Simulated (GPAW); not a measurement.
Band structure of Al₂Pt (Fm-3m, 3 atoms in the cell).

```xyz
3
Lattice="0.0000 2.9114 2.9114 2.9114 0.0000 2.9114 2.9114 2.9114 0.0000" Properties=species:S:1:pos:R:3 pbc="T T T"
Al     1.4557     1.4557     1.4557
Al     4.3671     4.3671     4.3671
Pt     0.0000     0.0000     0.0000
```

Level of theory: PBE, GPAW PAW datasets PBE (gpaw-data 1.0.1) (plane waves; GPAW).

Settings: mode = pw; ecut = 600 eV; xc = PBE; kpts = 13 13 13; mesh shift (steps) = 0 0 0; occupations.name = methfessel-paxton; occupations.width = 0.1 eV; occupations.order = 0; nbands = -11; convergence.density = 1e-05 e/electron; convergence.energy = 1e-05 eV/electron; symmetry.symmorphic = false; symmetry.tolerance = 0.0005; maxiter = 100.

The starting cell comes from a database of computed structures (which also holds hypothetical and non-ambient phases and stackings), without a prior relaxation at this level. Its lattice was rescaled by a random factor within 2.5 % of one. Spin-orbit coupling is off. Spin polarisation is off.

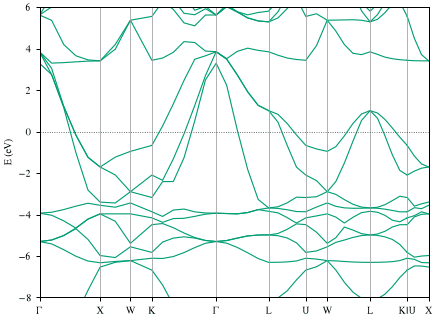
Figure: Bands along the path, energies from the Fermi level.

Levels in eV from the Fermi level, bands 8 to 15:
```tsv
point	8	9	10	11	12	13	14	15
Γ	-3.94	-3.94	3.29	3.85	3.85	3.85	5.62	5.62
X	-3.97	-3.55	-3.40	-1.71	-1.71	3.41	3.41	8.10
W	-3.97	-3.44	-2.90	-2.90	-0.96	5.37	5.37	6.24
K	-4.16	-3.87	-3.18	-2.10	-0.67	3.44	5.55	6.86
L	-3.85	-3.68	-3.68	1.01	1.01	3.84	5.29	5.29
U	-4.16	-3.87	-3.18	-2.10	-0.67	3.44	5.55	6.86
```

Bands cross the Fermi level along this path, so the cell is metallic at this level.
